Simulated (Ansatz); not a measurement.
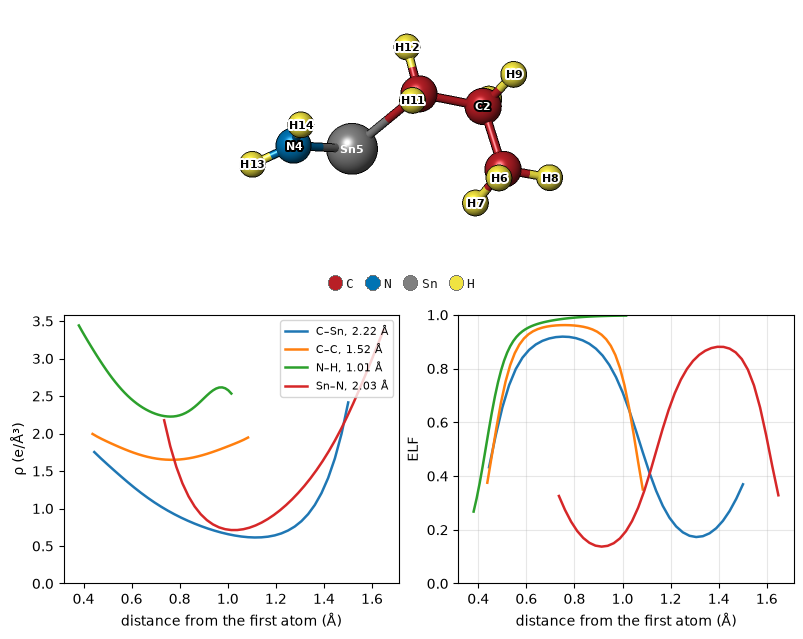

Figure 1: C₃H₉NSn (SMILES CC[CH2][Sn][NH2]). Electron density and ELF along straight lines between neighbouring atoms. The curves leave out the atomic cores. The structure is drawn too.

Geometry: PBE0-D4/def2-SVP; core potentials replace the inner electrons of Sn.

Computed with Ansatz, isolated molecule in a Gaussian basis; Kohn-Sham density functional theory, functional PBE0.

Input file:

```
crystal:
  periodic: [false, false, false]
  atoms:
    - {symbol: C, position_ang: [1.105631, 1.162561, 2.277378]}
    - {symbol: C, position_ang: [-0.175555, 1.382848, 1.486157]}
    - {symbol: C, position_ang: [-0.864488, 0.080579, 1.096505]}
    - {symbol: "N", position_ang: [-0.524043, -2.905580, 0.407230]}
    - {symbol: Sn, position_ang: [0.319508, -1.196055, -0.286678]}
    - {symbol: H, position_ang: [0.909028, 0.596952, 3.202898]}
    - {symbol: H, position_ang: [1.844763, 0.583770, 1.694465]}
    - {symbol: H, position_ang: [1.586874, 2.111278, 2.560767]}
    - {symbol: H, position_ang: [-0.857107, 2.020078, 2.079794]}
    - {symbol: H, position_ang: [0.055753, 1.972194, 0.579810]}
    - {symbol: H, position_ang: [-1.114995, -0.516556, 1.991855]}
    - {symbol: H, position_ang: [-1.820036, 0.279955, 0.577101]}
    - {symbol: H, position_ang: [-0.319023, -3.828522, 0.038370]}
    - {symbol: H, position_ang: [-1.212669, -2.955756, 1.152661]}
basis:
  gaussian:
    orbitals: def2-SVPD
hamiltonian:
  xc: pbe0
output: {forces: true, orbitals: {seedname: orbitals}}
```

Command:

```sh
ansatz run input.yaml --threads 2 --pin off --max-ram 6090MiB --events-out events.jsonl --progress --plain --runs-dir runs
```

Compare the contacts.

Answer. C–Sn (2.22 Å): ρ is about 0.61 e/Å³ halfway; the ELF peaks at about 0.90 in the valence shell of C, 0.8 Å from its nucleus, and drops to about 0.15 between the two atoms.
C–C (1.52 Å): ρ at the midpoint is about 1.6 e/Å³; the ELF peaks at about 0.95 between the atoms; a shared electron pair.
N–H (1.01 Å): ρ is about 2.8 e/Å³ halfway; the ELF climbs to about 1 towards the hydrogen, as it does in any bond to H; an ordinary covalent bond to hydrogen.
Sn–N (2.03 Å): ρ at the midpoint is about 0.71 e/Å³; the ELF peaks at about 0.90 in the valence shell of N, 0.6 Å from its nucleus, and drops to about 0.15 between the two atoms.
